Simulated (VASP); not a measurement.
Band structure of C (diamond). All values below come from PBE GGA, VASP's PBE PAW potentials (set 64) (plane waves; VASP 6.6.1).

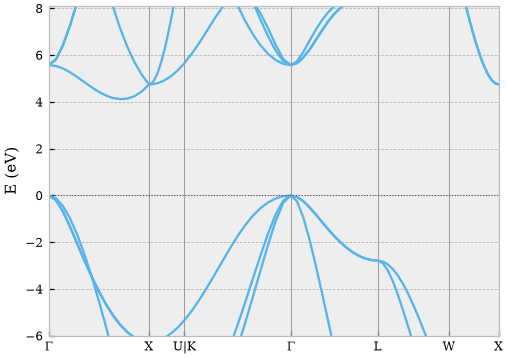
*Bands along high-symmetry lines, zero at the valence-band maximum or, without a gap, the Fermi level*

**Question.** Read the plot: is there a gap, and where are the band edges?

**Answer.** The gap is indirect, 4.12 eV, from the valence maximum at Γ to the conduction minimum at Γ-X at 0.71. (Edges off the drawn lines would not show.)

The compound is C in the diamond structure. It was relaxed first.
